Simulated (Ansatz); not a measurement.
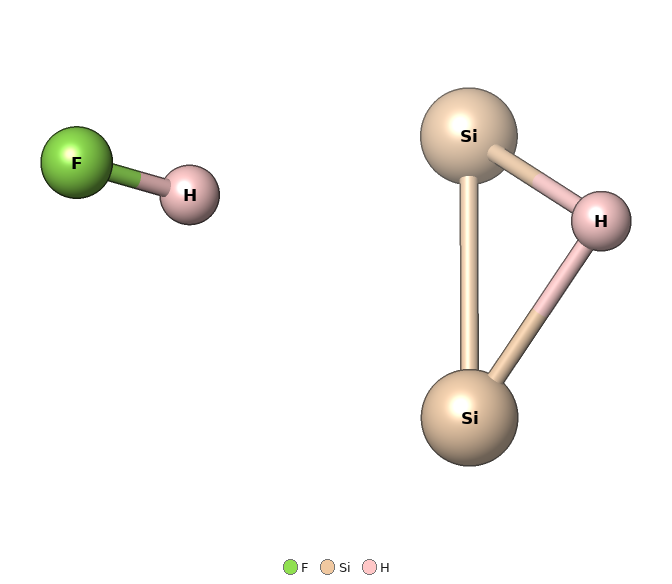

Depth is shown by fading: the farther an atom, the more it takes the colour of the background. The species is neutral and a spin doublet. Computed geometry: PBE0-D4/def2-TZVP optimisation. No frequency run is at hand to confirm it as a minimum.

> List the symmetry elements and name the point group.

It has 1 mirror plane, so the point group is Cs. The group has 2 operations. The geometry is achiral, and symmetry allows a dipole moment.
